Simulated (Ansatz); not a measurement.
**GaH···HCl: density, localisation and related maps**

```xyz
4

Ga   -0.7153    0.0000    0.4513
H     1.3379    0.0000    1.3411
Cl    2.4006    0.0000    0.5260
H    -1.0655    0.0000   -1.1882
```

Computed with RKS PBE/def2-SVP in Ansatz.

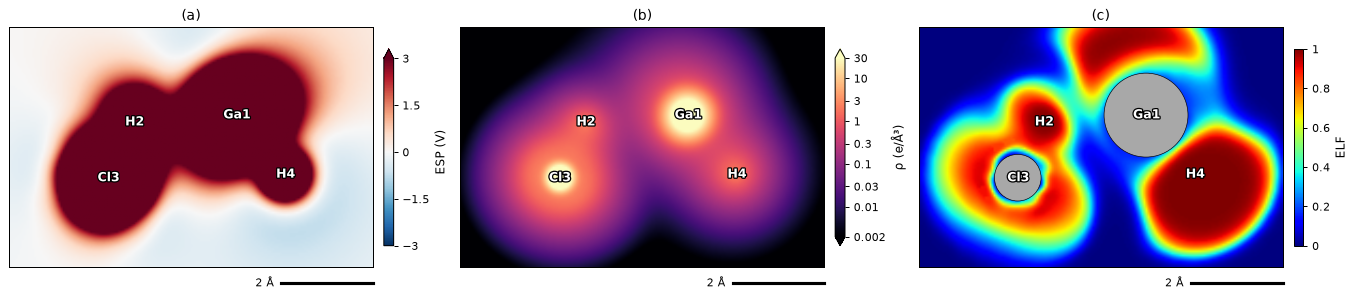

Figure 1. (a) electrostatic potential; (b) electron density; (c) electron localisation function on the molecular plane. Grey discs cover the atomic cores in the ELF map.

What do the fields say about this system?

- The section cuts through Ga, H and Cl sites.
- Ga1···H2 (2.24 Å): the density falls to about 0.2 e/Å³ on the way; the ELF climbs to about 1 towards the hydrogen.
- Cl–H (1.34 Å): ρ at the midpoint is about 1.8 e/Å³; the ELF climbs to about 1 towards the hydrogen (a covalent bond by its length).
- Ga–H (1.68 Å): ρ is about 0.75 e/Å³ halfway; the ELF climbs to about 1 towards the hydrogen.
- The ELF also peaks beside Cl3, away from the bonds: lone-pair regions.
- Outside the dense part of the complex the potential is most negative (−0.7 V) near H4.

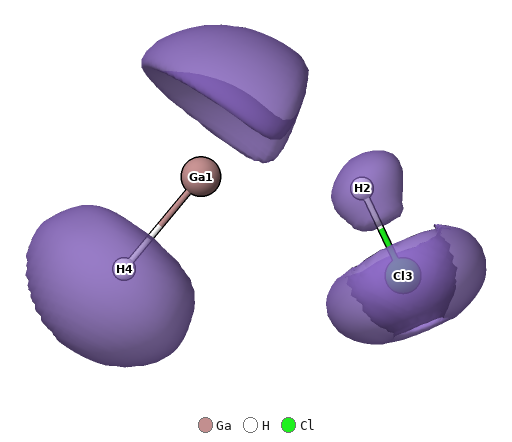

Figure 2. Isosurface of the ELF at 0.85 (purple), seen across its widest extent. Only the valence region is drawn (cores and ρ < 0.01 e/Å³ removed).

Describe the localisation domains.

The ELF exceeds this value in two regions around hydrogen nuclei, one lobe on Ga, pointing away from the bonds (lone pairs) and one region wrapped around Cl (its valence shell).

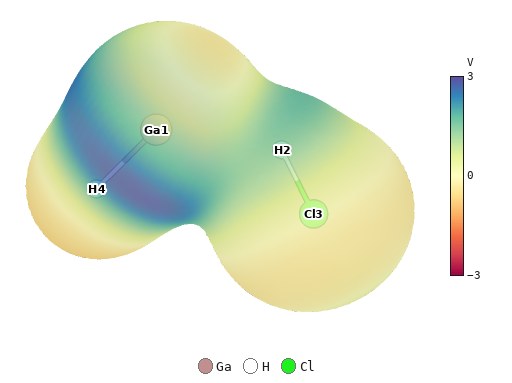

Figure 3. The molecular electrostatic potential painted on the density surface at 0.004 e/bohr³, seen at a tilt; red is negative and blue positive.

Where is the surface potential most negative and most positive?

The most negative region (about −0.7 V, or −16 kcal/mol for a unit charge) lies over H4, the most positive (about +2.8 V, or +65 kcal/mol for a unit charge) over Ga1. Cl3 shows a σ-hole: about +0.6 V, or +14 kcal/mol for a unit charge at the tip opposite its bond, against about −0.3 V, or −7 kcal/mol for a unit charge on its flanks.
